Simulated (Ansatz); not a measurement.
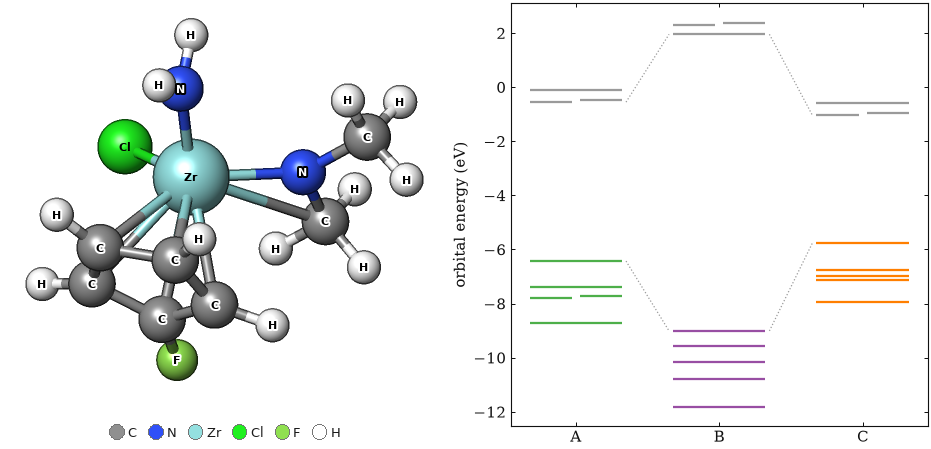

Frontier orbital energies of C₇H₁₂ClFN₂Zr, singlet at one geometry, def2-TZVPP, the Ansatz code 0.2.0, at a PBE0-D4/def2-TZVP geometry (no frequency check). Empty levels are grey, levels within 0.1 eV stand side by side; all columns show the same few orbitals around the gap. Dotted lines join the HOMOs and the LUMOs.

### The columns come from HF, r2SCAN0 and r2SCANh. Which is which?

A: r2SCAN0 (HOMO −6.43, LUMO −0.55, separation 5.87 eV)
B: HF (HOMO −9.01, LUMO 1.95, separation 10.96 eV)
C: r2SCANh (HOMO −5.76, LUMO −1.04, separation 4.72 eV)

Limits of at least one run: core potentials past krypton; empty levels above zero depend strongly on the basis; one conformer of a flexible molecule.
